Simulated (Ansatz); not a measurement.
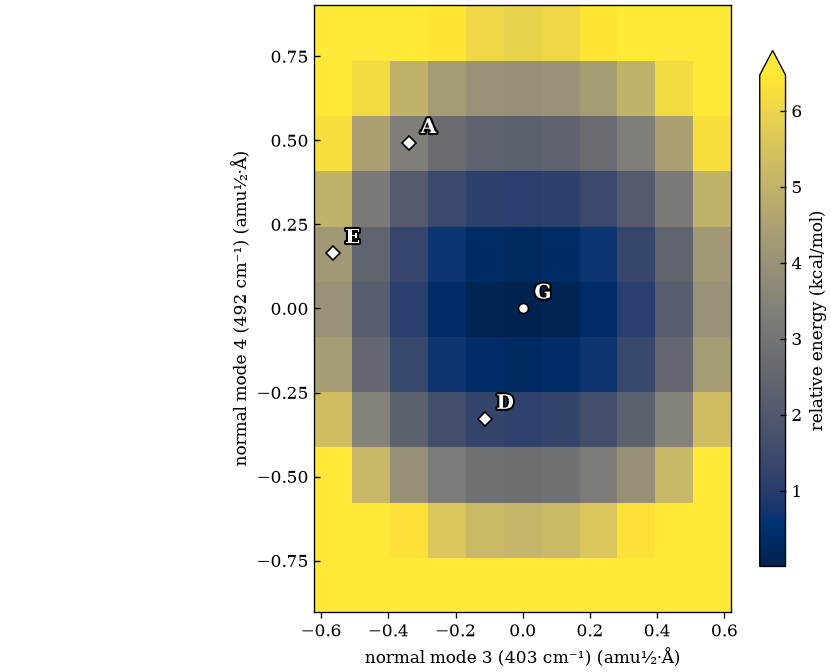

H2S2Si, SMILES S[Si]S. Coordinates scanned: (1) normal mode 3 (403 cm⁻¹); (2) normal mode 4 (492 cm⁻¹). Nothing is relaxed (straight displacements along the two mass-weighted modes). The scan uses an 11 × 11 grid; 66 points were computed and 55 follow by symmetry. Points are written as (first, second). Energies: kcal/mol, counted from the relaxed molecule at the same level. These are results of Ansatz 0.2.0, RHF-MP2, frozen core/def2-TZVP, not measurements.

Drawn: one coloured cell a grid point, one colour for all values above the top of the scale, lettered points.

**Rank the lettered points by energy, lowest first.**

G (0.0 kcal/mol), D (1.3 kcal/mol), A (3.3 kcal/mol), E (4.2 kcal/mol).

**What kind of point is each of A, D, G: minimum, saddle, maximum or slope?**

A: on a slope; D: on a slope; G: minimum. (In these two coordinates alone; a stationary point may lie a little off the grid point.)
